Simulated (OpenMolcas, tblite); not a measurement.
A ladder of methods for C2H6Si (SMILES C=C[SiH3])

The species is C2H6Si (9 atoms), meant as a singlet with charge 0. As SMILES, `C=C[SiH3]`. Geometry: relaxed at PBE0-D4/def2-TZVP.

Quantity: the dipole moment, in D. The values are calculated.

```tsv
level	kind	program	value (D)	CPU time
GFN1-xTB	semi-empirical	tblite	1.25	under 2 s
HF/6-311+G**	Hartree–Fock	OpenMolcas	0.73	13 s
SVWN5/6-311+G**	LDA	OpenMolcas	0.64	31 s
BLYP/6-311+G**	GGA	OpenMolcas	0.67	48 s
revPBE/6-311+G**	GGA	OpenMolcas	0.69	47 s
TPSS/6-311+G**	meta-GGA	OpenMolcas	0.68	57 s
M06-2X/6-311+G**	hybrid meta-GGA	OpenMolcas	0.59	46 s
```

The values span 0.59 to 1.25 D. Magnitudes only. CPU times are rough (shared hosts, several kinds of processor and program).

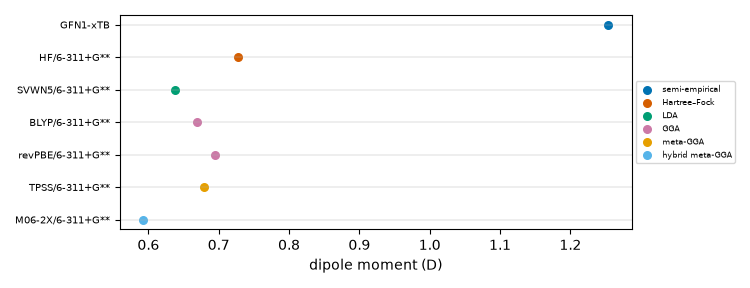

The values of the table, level by level.
